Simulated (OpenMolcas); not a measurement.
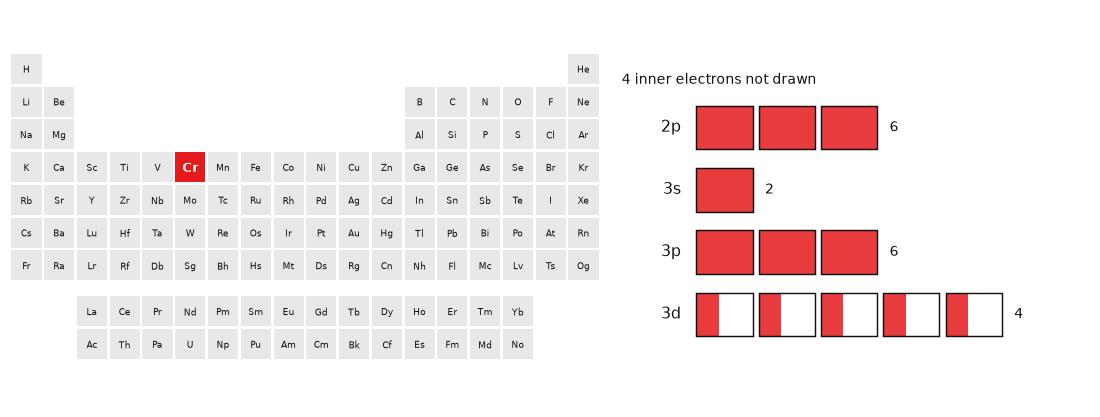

Left, the place of chromium in the periodic table; right, the outer shells of the leading configuration of the lowest level: a box for each of the 2l + 1 orbitals, shaded by the share of the shell that is filled, with the electron count at the right.

## Multiconfigurational calculation: Cr²⁺ complex (part 1 of 2)

System: Cr²⁺ with 8 ligands (F; cube, 2.334 Å), embedded in SrF2 by model potentials and point charges, whose field is part of the energies.
Method: state-averaged CASSCF, active space 4 electrons in the shell 3d, basis ANO-RCC-VTZP on the metal and ANO-RCC-VDZP on the ligands, DKH2 scalar Hamiltonian, spin-orbit coupling by RASSI with atomic mean-field integrals (OpenMolcas).

## The program's output (extracts)
```
--- SEWARD ---
Basis set label: CR.ANO-RCC...6S5P3D2F1G.

      Electronic valence basis set:
      ------------------
      Associated Effective Charge  24.000000 au
      Associated Actual Charge     24.000000 au
      Nuclear Model: Point charge

      Shell  nPrim  nBasis  Cartesian Spherical Contaminant
         s      21       6        X
         p      15       5        X
         d      10       3                 X
         f       6       2                 X
         g       4       1                 X
                  Relativistic Douglas-Kroll-Hess integrals:
                    - DKH order of Hamiltonian: 2
                    - DKH order of Properties : 0
                  Atomic mean-field integrals
--- RASSCF ---
Wave function specifications:
      -----------------------------

      Number of closed shell electrons          98
      Number of electrons in active shells       4
      Max number of holes in RAS1 space          0
      Max nr of electrons in RAS3 space          0
      Number of inactive orbitals               49
      Number of active orbitals                  5
      Number of secondary orbitals             117
      Spin quantum number                      2.0
      State symmetry                             1
Orbital specifications:
      -----------------------

      Symmetry species                           1   2
                                                ag  au
      Frozen orbitals                            0   0
      Inactive orbitals                         23  26
      Active orbitals                            5   0
      RAS1 orbitals                              0   0
      RAS2 orbitals                              5   0
      RAS3 orbitals                              0   0
      Secondary orbitals                        58  59
      Deleted orbitals                           0   0
      Number of basis functions                 86  85
      Number of CSFs                             5
      Number of root(s) required                 5
      Iter CI   SX   CI       RASSCF       Energy    max ROT     max BLB   max BLB  Level Ln srch  Step   QN
          iter iter root      energy       change     param      element    value   shift minimum  type update
 Nr of preliminary CI iterations:   1
      Total energies have been shifted. Add                -1000.00 au
        1   1   13    0  -847.09626850    0.00E+00  -6.87E-02   24  78 2 -3.25E-01*  0.75   0.00    SX    NO
        2   1   13    0  -847.88898412   -7.93E-01* -2.41E-02    6  39 2  5.64E-02*  0.71   0.00    SX    NO
        3   1   12    0  -847.92754901   -3.86E-02* -7.08E-03   23  77 2  2.25E-02*  0.74   0.00    SX    NO
        4   1   11    0  -847.93234565   -4.80E-03* -2.06E-03    5  38 2  6.45E-03*  0.74   0.00    SX    NO
        5   1   10    0  -847.93341036   -1.06E-03* -2.10E-03   16  29 2  3.89E-03*  0.75   2.05    LS   YES
        6   1   10    0  -847.93379071   -3.80E-04* -9.12E-04    6  39 2 -2.31E-03*  0.75   1.03    QN   YES
        7   1    9    0  -847.93385591   -6.52E-05* -5.93E-04    6  39 2 -1.10E-03*  0.75   1.65    LS   YES
        8   1    9    0  -847.93386801   -1.21E-05* -3.17E-04    8  50 2 -1.14E-03*  0.75   1.01    QN   YES
        9   1    8    0  -847.93387655   -8.54E-06*  6.63E-05    6  29 2  2.07E-04*  0.75   1.20    QN   YES
       10   1    7    0  -847.93387728   -7.33E-07* -3.75E-05   23  77 2  8.07E-05   0.75   1.34    QN   YES
       11   1    6    0  -847.93387738   -9.61E-08* -1.08E-05    6  29 2 -2.50E-05   0.75   1.22    QN   YES
       12   1    5    0  -847.93387738    1.86E-09  -1.89E-06    6  29 2 -1.20E-05   0.75   0.24    QN   YES
      Convergence after 12 iterations
       13   1    5    0  -847.93387738   -7.26E-10  -1.89E-06    6  29 2 -5.13E-06   0.75   0.24    QN   YES
      Natural orbitals and occupation numbers for root  1
      sym 1:   1.000000  -0.000000   1.000000   1.000000   1.000000
      Natural orbitals and occupation numbers for root  2
      sym 1:   1.000000   1.000000  -0.000000   1.000000   1.000000
      Natural orbitals and occupation numbers for root  3
      sym 1:   0.000000   1.000000   1.000000   1.000000   1.000000
::    RASSCF root number  1 Total energy:  -1847.94062782
::    RASSCF root number  2 Total energy:  -1847.94062782
::    RASSCF root number  3 Total energy:  -1847.94062782
::    RASSCF root number  4 Total energy:  -1847.92375172
::    RASSCF root number  5 Total energy:  -1847.92375172
--- RASSCF ---
Wave function specifications:
      -----------------------------

      Number of closed shell electrons          98
      Number of electrons in active shells       4
      Max number of holes in RAS1 space          0
      Max nr of electrons in RAS3 space          0
      Number of inactive orbitals               49
      Number of active orbitals                  5
      Number of secondary orbitals             117
      Spin quantum number                      1.0
      State symmetry                             1
Orbital specifications:
      -----------------------

      Symmetry species                           1   2
                                                ag  au
      Frozen orbitals                            0   0
      Inactive orbitals                         23  26
      Active orbitals                            5   0
      RAS1 orbitals                              0   0
      RAS2 orbitals                              5   0
      RAS3 orbitals                              0   0
      Secondary orbitals                        58  59
      Deleted orbitals                           0   0
      Number of basis functions                 86  85
      Number of CSFs                            45
      Number of root(s) required                45
      Iter CI   SX   CI       RASSCF       Energy    max ROT     max BLB   max BLB  Level Ln srch  Step   QN
          iter iter root      energy       change     param      element    value   shift minimum  type update
 Nr of preliminary CI iterations:   1
      Total energies have been shifted. Add                -1000.00 au
        1   1   11    0  -847.79538331    0.00E+00  -1.00E-02   24  30 1 -1.50E-02*  0.75   0.00    SX    NO
        2   1   11    0  -847.79669654   -1.31E-03* -1.92E-03    7  35 1 -1.04E-02*  0.73   0.00    SX    NO
        3   1   10    0  -847.79690644   -2.10E-04* -1.38E-03   24  30 1 -1.86E-03*  0.73   0.00    SX    NO
        4   1    9    0  -847.79694837   -4.19E-05* -4.97E-04    7  35 1 -1.45E-03*  0.73   0.00    SX    NO
        5   1    9    0  -847.79695790   -9.53E-06* -4.43E-04   15  25 1 -3.97E-04*  0.73   1.90    LS   YES
        6   1    8    0  -847.79696059   -2.69E-06*  1.41E-04    7  35 1  6.36E-04*  0.73   0.99    QN   YES
        7   1    7    0  -847.79696105   -4.65E-07* -4.88E-05   12  29 1  1.10E-04*  0.73   0.92    QN   YES
        8   1    7    0  -847.79696109   -3.89E-08* -7.32E-05   12  29 1  6.20E-05   0.73   2.50    LS   YES
        9   1    7    0  -847.79696107    1.57E-08* -3.47E-05    6  39 2 -7.42E-05   0.73   0.32    LS   YES
       10   1    6    0  -847.79696109   -2.05E-08*  1.20E-05    7  35 1  3.22E-05   0.73   1.05    QN   YES
       11   1    5    0  -847.79696109    6.76E-10   5.76E-06   12  29 1  1.19E-05   0.73   0.25    QN   YES
      Convergence after 11 iterations
       12   1    5    0  -847.79696109   -8.87E-10   5.76E-06   12  29 1  5.59E-06   0.73   0.25    QN   YES
      Natural orbitals and occupation numbers for root  1
      sym 1:   0.200187   0.134354   1.029459   0.849469   1.786530
      Natural orbitals and occupation numbers for root  2
      sym 1:   0.673212   0.129980   1.241766   0.376039   1.579002
      Natural orbitals and occupation numbers for root  3
      sym 1:   0.131072   0.734196   1.645885   0.315829   1.173019
::    RASSCF root number  1 Total energy:  -1847.86231478
::    RASSCF root number  2 Total energy:  -1847.86231478
::    RASSCF root number  3 Total energy:  -1847.86231478
::    RASSCF root number  4 Total energy:  -1847.85389086
::    RASSCF root number  5 Total energy:  -1847.85389086
::    RASSCF root number  6 Total energy:  -1847.85389086
::    RASSCF root number  7 Total energy:  -1847.84758603
::    RASSCF root number  8 Total energy:  -1847.84758603
::    RASSCF root number  9 Total energy:  -1847.84758603
::    RASSCF root number 10 Total energy:  -1847.83901569
::    RASSCF root number 11 Total energy:  -1847.83901569
::    RASSCF root number 12 Total energy:  -1847.83613753
::    RASSCF root number 13 Total energy:  -1847.83613753
::    RASSCF root number 14 Total energy:  -1847.83613753
::    RASSCF root number 15 Total energy:  -1847.83520220
::    RASSCF root number 16 Total energy:  -1847.83520220
::    RASSCF root number 17 Total energy:  -1847.83520220
::    RASSCF root number 18 Total energy:  -1847.82389828
::    RASSCF root number 19 Total energy:  -1847.82383560
::    RASSCF root number 20 Total energy:  -1847.82383560
::    RASSCF root number 21 Total energy:  -1847.82383560
::    RASSCF root number 22 Total energy:  -1847.82265665
::    RASSCF root number 23 Total energy:  -1847.82265665
::    RASSCF root number 24 Total energy:  -1847.82265665
::    RASSCF root number 25 Total energy:  -1847.81874591
::    RASSCF root number 26 Total energy:  -1847.81874591
::    RASSCF root number 27 Total energy:  -1847.80993193
::    RASSCF root number 28 Total energy:  -1847.80571495
::    RASSCF root number 29 Total energy:  -1847.80571495
::    RASSCF root number 30 Total energy:  -1847.80571495
--- RASSCF ---
Wave function specifications:
      -----------------------------

      Number of closed shell electrons          98
      Number of electrons in active shells       4
      Max number of holes in RAS1 space          0
      Max nr of electrons in RAS3 space          0
      Number of inactive orbitals               49
      Number of active orbitals                  5
      Number of secondary orbitals             117
      Spin quantum number                      0.0
      State symmetry                             1
Orbital specifications:
      -----------------------

      Symmetry species                           1   2
                                                ag  au
      Frozen orbitals                            0   0
      Inactive orbitals                         23  26
      Active orbitals                            5   0
      RAS1 orbitals                              0   0
      RAS2 orbitals                              5   0
      RAS3 orbitals                              0   0
      Secondary orbitals                        58  59
      Deleted orbitals                           0   0
      Number of basis functions                 86  85
      Number of CSFs                            50
      Number of root(s) required                50
      Iter CI   SX   CI       RASSCF       Energy    max ROT     max BLB   max BLB  Level Ln srch  Step   QN
          iter iter root      energy       change     param      element    value   shift minimum  type update
 Nr of preliminary CI iterations:   1
      Total energies have been shifted. Add                -1000.00 au
        1   1   11    0  -847.72930160    0.00E+00  -4.65E-03   25  31 1 -6.90E-03*  0.73   0.00    SX    NO
        2   1   10    0  -847.72963713   -3.36E-04*  1.04E-03    7  35 1 -5.20E-03*  0.72   0.00    SX    NO
        3   1    9    0  -847.72969304   -5.59E-05* -7.39E-04   28  32 1 -9.39E-04*  0.72   0.00    SX    NO
        4   1    9    0  -847.72970479   -1.18E-05* -2.98E-04    7  35 1 -7.35E-04*  0.72   0.00    SX    NO
        5   1    8    0  -847.72970761   -2.81E-06* -2.74E-04   17  25 1 -2.40E-04*  0.72   1.92    LS   YES
        6   1    8    0  -847.72970842   -8.12E-07*  8.71E-05    7  35 1  3.68E-04*  0.72   1.00    QN   YES
        7   1    7    0  -847.72970857   -1.54E-07* -2.59E-05    5  39 2  5.13E-05   0.72   0.90    QN   YES
        8   1    6    0  -847.72970858   -1.51E-09   1.70E-05   12  29 1  2.84E-05   0.72   0.31    QN   YES
      Convergence after  8 iterations
        9   1    6    0  -847.72970858   -4.15E-09   1.70E-05   12  29 1  6.43E-06   0.72   0.31    QN   YES
      Natural orbitals and occupation numbers for root  1
      sym 1:   0.078069   0.078069   1.882897   0.078069   1.882897
      Natural orbitals and occupation numbers for root  2
      sym 1:   0.051897   0.121152   1.066266   0.926983   1.833702
      Natural orbitals and occupation numbers for root  3
      sym 1:   0.742221   0.303156   1.660618   0.054314   1.239691
::    RASSCF root number  1 Total energy:  -1847.83377574
::    RASSCF root number  2 Total energy:  -1847.82095367
::    RASSCF root number  3 Total energy:  -1847.82095367
::    RASSCF root number  4 Total energy:  -1847.82095367
::    RASSCF root number  5 Total energy:  -1847.80857114
::    RASSCF root number  6 Total energy:  -1847.80857114
::    RASSCF root number  7 Total energy:  -1847.80857114
::    RASSCF root number  8 Total energy:  -1847.80145553
::    RASSCF root number  9 Total energy:  -1847.80145553
::    RASSCF root number 10 Total energy:  -1847.79751179
::    RASSCF root number 11 Total energy:  -1847.79411090
::    RASSCF root number 12 Total energy:  -1847.79411090
::    RASSCF root number 13 Total energy:  -1847.79411090
::    RASSCF root number 14 Total energy:  -1847.79373324
::    RASSCF root number 15 Total energy:  -1847.79213887
::    RASSCF root number 16 Total energy:  -1847.79213887
::    RASSCF root number 17 Total energy:  -1847.79213887
::    RASSCF root number 18 Total energy:  -1847.78344322
::    RASSCF root number 19 Total energy:  -1847.78344322
::    RASSCF root number 20 Total energy:  -1847.77704164
::    RASSCF root number 21 Total energy:  -1847.77704164
::    RASSCF root number 22 Total energy:  -1847.77704164
::    RASSCF root number 23 Total energy:  -1847.76556702
::    RASSCF root number 24 Total energy:  -1847.76556702
::    RASSCF root number 25 Total energy:  -1847.76556702
::    RASSCF root number 26 Total energy:  -1847.76276690
::    RASSCF root number 27 Total energy:  -1847.74557185
::    RASSCF root number 28 Total energy:  -1847.74557185
::    RASSCF root number 29 Total energy:  -1847.73334375
::    RASSCF root number 30 Total energy:  -1847.72857663
```

(Continued in part 2.) Outcome of the run: converged.
